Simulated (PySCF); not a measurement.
## GeH2: one change and its effect

System: GeH2.
Method of the first run: RKS-b3lyp5/def2-svp, stability (PySCF 2.14.0).

Text and figures count atoms from 1; the logs count them from 0 in places.

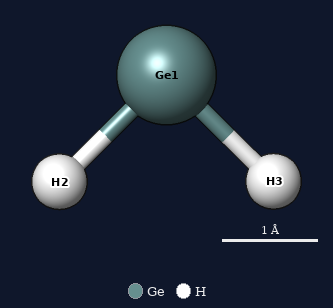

Fig. 1: The input geometry (ball-and-stick view, seen on its broad side; atoms are numbered from 1 in the order of the input). Sticks mark near contacts. Bond lengths as drawn: Ge–H 1.59 Å.

### The input, the first run
```python
from pyscf import gto, dft

mol = gto.M(
    atom='Ge 0 0 -0.0297; H 1.1343 0 1.0909; H -1.1343 0 1.0909',
    basis='def2-svp',
    charge=0,
    spin=0,
    verbose=4,
)
mf = dft.RKS(mol, xc='b3lyp5')
mf.kernel()
mf.stability(internal=True, external=True)
mf.dip_moment()
print('orbital energies (hartree):', mf.mo_energy[..., max(0, mol.nelec[1]-3):mol.nelec[0]+3].round(4))
```

Command:
```bash
OMP_NUM_THREADS=1 python input.py
```

Hardware: 1 CPU thread, shared host.

### Output, shortened to warnings, some set-up lines, iterations and results (the first run)
```
[...]
cycle= 1 E= -2077.78360837136  delta_E= -0.769  |g|= 0.341  |ddm|= 1.47
cycle= 2 E= -2077.78368216558  delta_E= -7.38e-05  |g|= 0.366  |ddm|= 0.494
cycle= 3 E= -2077.79818229565  delta_E= -0.0145  |g|= 0.00903  |ddm|= 0.258
cycle= 4 E= -2077.79820311159  delta_E= -2.08e-05  |g|= 0.00271  |ddm|= 0.0149
cycle= 5 E= -2077.7982067912  delta_E= -3.68e-06  |g|= 0.000327  |ddm|= 0.00684
cycle= 6 E= -2077.79820684612  delta_E= -5.49e-08  |g|= 2.82e-05  |ddm|= 0.00071
cycle= 7 E= -2077.79820684638  delta_E= -2.62e-10  |g|= 5.56e-06  |ddm|= 7.93e-05
  HOMO = -0.24257847297689  LUMO = -0.116914928079131  gap/eV = 3.41948
Extra cycle  E= -2077.79820684639  delta_E= -7.73e-12  |g|= 5.94e-06  |ddm|= 1.65e-05
converged SCF energy = -2077.79820684639
rhf_internal: lowest eigs of H = [0.44420962 0.62728333 1.15675756]
<class 'pyscf.dft.rks.RKS'> wavefunction is stable in the internal stability analysis
rhf_real2complex: lowest eigs of H = [0.06969391 0.13832578 0.23263865]
<class 'pyscf.dft.rks.RKS'> wavefunction is stable in the real -> complex stability analysis
rhf_external: lowest eigs of H = [0.0272848  0.11624846 0.16760863]
<class 'pyscf.dft.rks.RKS'> wavefunction is stable in the RHF/RKS -> UHF/UKS stability analysis
Dipole moment(X, Y, Z, Debye):  0.00000,  0.00000, -0.09427
orbital energies (hartree): [-0.5154 -0.3111 -0.2426 -0.1169  0.0384  0.0755]
```

The input of the second run differs as follows (lines with − go, lines with + come):
```diff
-mf = dft.RKS(mol, xc='b3lyp5')
+mf = dft.RKS(mol, xc='blyp')
```

Predict how the results change.

The total energies belong to different methods, so their difference says nothing on which is more stable or more accurate. The dipole moment goes from 0.09 to 0.13 D. The functional changes from b3lyp5 to BLYP. The SCF takes 8 iterations against 7.

### Output, shortened to warnings, some set-up lines, iterations and results (the second run)
```
[...]
cycle= 1 E= -2077.91141508657  delta_E= -0.719  |g|= 0.466  |ddm|= 1.48
cycle= 2 E= -2077.8990135151  delta_E= 0.0124  |g|= 0.576  |ddm|= 0.657
cycle= 3 E= -2077.93657087841  delta_E= -0.0376  |g|= 0.0178  |ddm|= 0.44
cycle= 4 E= -2077.93667695  delta_E= -0.000106  |g|= 0.00219  |ddm|= 0.0511
cycle= 5 E= -2077.93667885804  delta_E= -1.91e-06  |g|= 0.000974  |ddm|= 0.00815
cycle= 6 E= -2077.93667936556  delta_E= -5.08e-07  |g|= 0.000114  |ddm|= 0.0023
cycle= 7 E= -2077.93667937059  delta_E= -5.03e-09  |g|= 8.61e-06  |ddm|= 0.000239
cycle= 8 E= -2077.93667937063  delta_E= -4.05e-11  |g|= 3.91e-07  |ddm|= 1.9e-05
  HOMO = -0.209490010538286  LUMO = -0.140114667470587  gap/eV = 1.88780
Extra cycle  E= -2077.93667937063  delta_E= 3.18e-12  |g|= 2.86e-07  |ddm|= 1.57e-06
converged SCF energy = -2077.93667937063
rhf_internal: lowest eigs of H = [0.43421902 0.58961301 1.13223597]
<class 'pyscf.dft.rks.RKS'> wavefunction is stable in the internal stability analysis
rhf_real2complex: lowest eigs of H = [0.06938396 0.13054062 0.23022218]
<class 'pyscf.dft.rks.RKS'> wavefunction is stable in the real -> complex stability analysis
rhf_external: lowest eigs of H = [0.03109129 0.10837744 0.17348596]
<class 'pyscf.dft.rks.RKS'> wavefunction is stable in the RHF/RKS -> UHF/UKS stability analysis
Dipole moment(X, Y, Z, Debye): -0.00000,  0.00000, -0.12845
orbital energies (hartree): [-0.4647 -0.2706 -0.2095 -0.1401  0.0179  0.0513]
```

### The two runs side by side

```tsv
quantity	the first run	the second run
outcome	converged	converged
SCF energy (hartree)	−2077.798207	−2077.936679
dipole moment (D)	0.09	0.13
SCF iterations	7	8
wall time (shared host)	12 s	11 s
```
